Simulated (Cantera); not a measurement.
Input: 1 mol PbO, 1600 mol H2, equilibrated at 710000 Pa.

These are equilibrium values from Cantera (NASA tables, ideal gas, pure condensed phases), not measurements of a reactor. Candidate condensed phases: H2O, Pb, PbO, PbO2, Pb3O4; 12 gas species. Kinetics and transport are ignored.

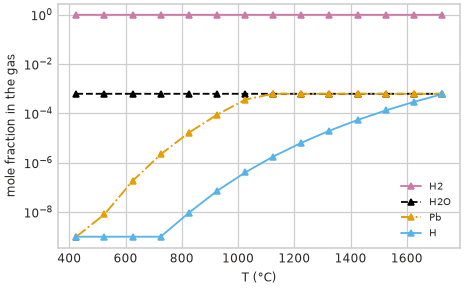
Equilibrium gas composition (values under 1e-9 drawn at 1e-9)

From 425 °C to 1025 °C the condensed part is Pb(l). From 1125 °C to 1725 °C nothing is condensed.
